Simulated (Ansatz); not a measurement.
# CH8N2O2Si: the cost of one run

Method: RKS B3LYP/def2-SVP, in Ansatz 0.2.0.

## Step 1: The starting structure

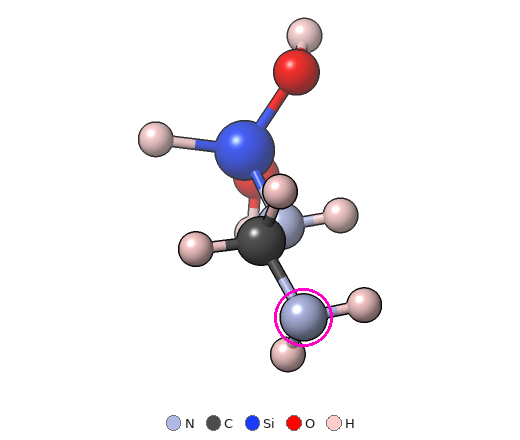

Start, viewed from a free direction; nitrogen light blue, carbon dark grey, silicon blue, oxygen red, hydrogen pink. Ringed: N1.

As a file:

```xyz
14

N     1.5403   -1.7820    0.9069
C     0.6718   -0.5805    1.1317
N     0.0678   -0.2915   -0.1653
Si   -0.9991    0.9069   -0.3810
O    -0.2330    2.2851   -0.5879
O    -1.7833    0.5083   -1.8012
H     0.9254   -2.4177    0.4320
H     2.2531   -1.4824    0.2160
H     1.2905    0.2652    1.5566
H    -0.0823   -0.8198    1.9071
H     0.8496   -0.0237   -0.7478
H    -2.0087    0.9476    0.7563
H    -0.6506    2.9080   -1.2629
H    -1.8544   -0.4526   -1.9317
```

## Step 2: Relaxing end A

input.yaml

```yaml
crystal:
  periodic: [false, false, false]
  atoms:
    - { symbol: "N", position_ang: [1.5403, -1.782, 0.9069] }
    - { symbol: C, position_ang: [0.6718, -0.5805, 1.1317] }
    - { symbol: "N", position_ang: [0.0678, -0.2915, -0.1653] }
    - { symbol: Si, position_ang: [-0.9991, 0.9069, -0.381] }
    - { symbol: O, position_ang: [-0.233, 2.2851, -0.5879] }
    - { symbol: O, position_ang: [-1.7833, 0.5083, -1.8012] }
    - { symbol: H, position_ang: [0.9254, -2.4177, 0.432] }
    - { symbol: H, position_ang: [2.2531, -1.4824, 0.216] }
    - { symbol: H, position_ang: [1.2905, 0.2652, 1.5566] }
    - { symbol: H, position_ang: [-0.0823, -0.8198, 1.9071] }
    - { symbol: H, position_ang: [0.8496, -0.0237, -0.7478] }
    - { symbol: H, position_ang: [-2.0087, 0.9476, 0.7563] }
    - { symbol: H, position_ang: [-0.6506, 2.908, -1.2629] }
    - { symbol: H, position_ang: [-1.8544, -0.4526, -1.9317] }
basis:
  gaussian: { orbitals: def2-SVP }
hamiltonian:
  xc: b3lyp
relax:
  f_tol: 0.015
  max_steps: 40
output:
  orbitals: {}
```

Started as:

```sh
ansatz run input.yaml --threads 2 --pin off --max-ram 3072MiB --backend cpu --events-out ev --progress --plain --runs-dir out
```

What time and memory should one allow on 2 threads of Arm Neoverse V1, shared host?

About 54 s, with a peak of 0.32 GiB.
